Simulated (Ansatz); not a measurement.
**A computed series for SnTe: response to strain**

Start from SnTe in the rock salt structure (space group Fm-3m, No. 225; a = 6.409 Å).

Strains are applied to the cell and any free atomic positions relax.

Computed with Kohn–Sham DFT with the PBE functional, run in Ansatz (a first-principles code) with PAW and 420 eV plane waves, scalar-relativistic without spin-orbit coupling, earlier PAW set.

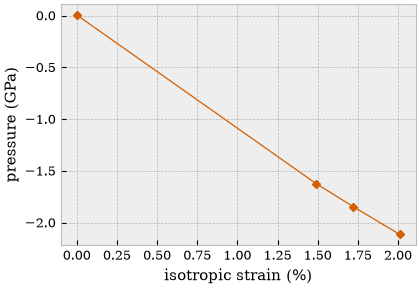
Fig. 1. Pressure against isotropic strain

### Question
From the plot, what is the pressure for isotropic strain +1.72 %?

### Answer
About -1.8 GPa.

### Question
Is the trend monotonic over the range shown?

### Answer
Yes, it falls throughout, spanning -2.11 GPa to 0.01 GPa.

Whether these cells are dynamically stable was not tested.
